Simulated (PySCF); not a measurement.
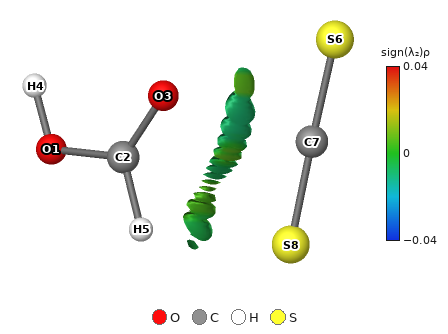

C2H2O2S2, SMILES `OC=O.S=C=S`. Non-covalent interaction surfaces between the fragments (reduced density gradient s = 0.4, coloured by sign(λ₂)ρ in a.u.; trimmed to the region between the fragments where ρ is under 0.06 a.u.). Fragment A: H2CO2 (atoms 1–5); fragment B: CS2.

Level of theory: B3LYP/6-31+G* (PySCF), at a geometry from GFN2-xTB. GFN2-xTB bond lengths at metals and heavier atoms can be off by up to 0.1 Å and shapes distorted, which carries into these values.

The calculation's input:

```python
import numpy as np
from pyscf import gto, scf, dft
from pyscf.scf import atom_ks, atom_hf
from scipy.linalg import block_diag
from pyscf.dispersion import dftd3

def solve(mol, dm0=None, hcore=None):
    mf = (dft.UKS if mol.spin else dft.RKS)(mol, xc='b3lyp')
    mf.grids.level = 3
    mf = mf.density_fit(auxbasis='def2-universal-jkfit')
    mf.conv_tol, mf.max_cycle = 1e-8, 80
    if hcore is not None:
        mf.get_hcore = lambda *args: hcore
    mf.kernel(dm0)
    if not mf.converged:
        mf = mf.newton().run(mf.mo_coeff, mf.mo_occ, max_cycle=30)
    assert mf.converged, 'SCF not converged'
    return mf

mol = gto.M(atom='''
O     -3.50434    -0.13032    -0.03578
C     -2.20664     0.08674     0.06540
O     -1.35553    -0.74883     0.00948
H     -3.69103    -1.07642    -0.16498
H     -2.01911     1.16177     0.20983
S      1.99080    -1.30662     0.00242
C      1.50701     0.16253    -0.00587
S      1.05838     1.64739    -0.01440
''', basis='6-31+g*', charge=0, spin=0, verbose=4)
mol_a = gto.M(atom='''
O     -3.50434    -0.13032    -0.03578
C     -2.20664     0.08674     0.06540
O     -1.35553    -0.74883     0.00948
H     -3.69103    -1.07642    -0.16498
H     -2.01911     1.16177     0.20983
ghost-S      1.99080    -1.30662     0.00242
ghost-C      1.50701     0.16253    -0.00587
ghost-S      1.05838     1.64739    -0.01440
''', basis='6-31+g*', charge=0, spin=0, verbose=4)
mol_b = gto.M(atom='''
ghost-O     -3.50434    -0.13032    -0.03578
ghost-C     -2.20664     0.08674     0.06540
ghost-O     -1.35553    -0.74883     0.00948
ghost-H     -3.69103    -1.07642    -0.16498
ghost-H     -2.01911     1.16177     0.20983
S      1.99080    -1.30662     0.00242
C      1.50701     0.16253    -0.00587
S      1.05838     1.64739    -0.01440
''', basis='6-31+g*', charge=0, spin=0, verbose=4)
ab, a, b = solve(mol), solve(mol_a), solve(mol_b)
e_int = ab.e_tot - a.e_tot - b.e_tot
print('counterpoise-corrected interaction energy / kcal/mol', e_int * 627.5095)
def disp(atoms, charge):
    m = gto.M(atom=atoms, charge=charge, basis='sto-3g', spin=None, unit='Bohr', verbose=0)
    return dftd3.DFTD3Dispersion(m, xc='b3lyp', version='d3bj').get_dispersion()['energy']
e_disp = disp(mol._atom, mol.charge) - disp(mol._atom[:5], mol_a.charge) - disp(mol._atom[5:], mol_b.charge)
print('D3(BJ) part / kcal/mol', e_disp * 627.5095)
# spherically averaged free atoms, for the promolecule
atm = atom_ks.get_atm_nrks(mol, xc='b3lyp')
pro = block_diag(*[(atm[a[0]][2] * atm[a[0]][3]) @ atm[a[0]][2].T for a in mol._atom])
np.savez('result.npz', e_int=e_int, e_disp=e_disp, dm_a=a.make_rdm1(), dm_b=b.make_rdm1(), c=ab.mo_coeff, occ=ab.mo_occ, eps=ab.mo_energy, pro=pro, d=[f.dip_moment(verbose=0) for f in (ab, a, b)])
```

Run with:

```sh
OMP_NUM_THREADS=1 python input.py
```

The run took 73 s on 1 thread of Intel(R) Xeon(R) Processor @ 2.50GHz (Skylake/Cascade Lake) (shared host), peak memory 0.56 GiB.

Partitions, critical points and surface values were worked out afterwards from this run's density.

Q: Interpret the surfaces between the fragments.

A: Bond critical points between the fragments: O3···C7, 3.00 Å, ρ = 0.009 a.u.; H5···S8, weak C–H hydrogen bond, 3.12 Å, ρ = 0.005 a.u., a bond path close to vanishing (ellipticity 2.9). All are weak and appear green, as weak hydrogen bonds do. Several contacts close a ring, whose ring point adds a part with positive λ₂ between them. The pose is a local one from a semi-empirical search, not shown to be the most stable.

Q: How strongly are they bound?

A: The counterpoise-corrected interaction energy of the frozen fragments is +1.2 kcal/mol without dispersion correction and −1.1 kcal/mol with D3(BJ). The pair geometry is semi-empirical, not a minimum at this level.
